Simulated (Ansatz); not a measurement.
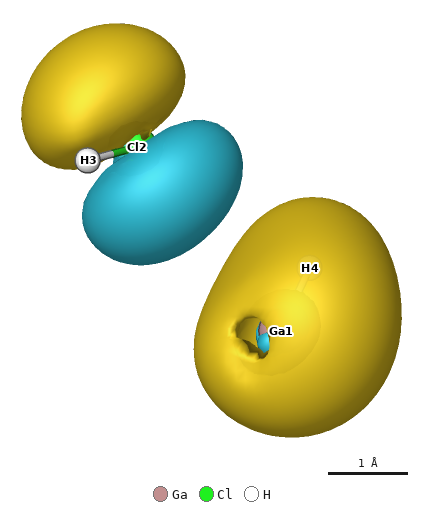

The picture shows: GaH···HCl. The HOMO−1 at ±0.1 Å⁻³ᐟ² (yellow and cyan are the two phases), seen at an oblique angle.

The product side of a reaction path; geometry: PBE0-D4/def2-TZVP.

The calculation used Ansatz 0.2.0, RKS PBE0-D4/def2-TZVPP.

Input file:

```
crystal:
  periodic: [false, false, false]
  atoms:
    - {symbol: Ga, position_ang: [-1.410884, 0.820824, -0.208666]}
    - {symbol: Cl, position_ang: [1.159568, -0.630995, -0.000216]}
    - {symbol: H, position_ang: [1.601374, -0.566302, -1.201596]}
    - {symbol: H, position_ang: [-1.350059, 0.376472, 1.410578]}
basis:
  gaussian: {orbitals: def2-TZVPP}
hamiltonian: {xc: pbe0, dispersion: d4}
output: {orbitals: {seedname: orbitals}}
```

Launched as:

```sh
ansatz run in.yaml --threads 2 --pin off --events-out ev --progress --plain --max-ram 4352MiB
```

What is the character of this orbital?

It lies mainly on Cl2 (about 50 %), Ga1 (about 35 %) and H4 (about 15 %); it is symmetric in the molecular plane (an in-plane orbital: σ, lone-pair or in-plane π type). Its energy is −9.58 eV.
